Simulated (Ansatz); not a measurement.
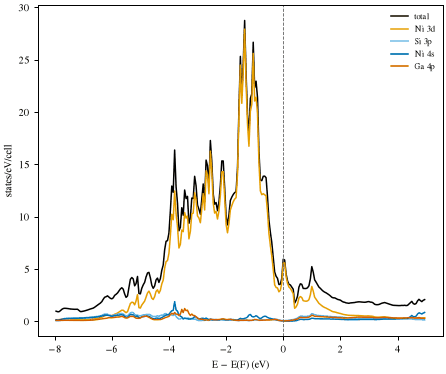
*Total and projected density of states of GaSiNi$_{6}$ in space group P4/mmm (No. 123; Pearson symbol tP8), r²SCAN in the plane-wave PAW code Ansatz*

### Question
Which orbitals carry the states next to the Fermi level?

### Answer
Within 0.5 eV of the Fermi level: Ni 3d 85 %. Projections are on Löwdin-orthogonalised atomic valence shells; empty p or d shells of many metals are not among them.

### Question
Where is the tallest occupied peak in this window, and what makes it?

### Answer
Near -1.3 eV, about 29 states/eV per cell; the largest projected share is Ni 3d.

The first step of the workflow began from a Materials Project structure, measured or hypothetical; the Crystallography Open Database copy checked does not list it. With Ga and Si taken as one species the cell has the higher symmetry Pm-3m, so it may be an ordered model of a mixed-site phase. Whether it is the stable phase at ambient conditions was not checked. The cell was relaxed with r²SCAN under the symmetry of its start, as lowered by the spin order; its stability against distortions is not shown here. The final state is ferrimagnetic, the only order run, not a proven ground state. Other orbital occupations within this spin state were not tried. Scalar-relativistic: spin–orbit coupling is off unless named, which matters more the heavier the elements.

Potentials: the later of the program's two PAW sets.
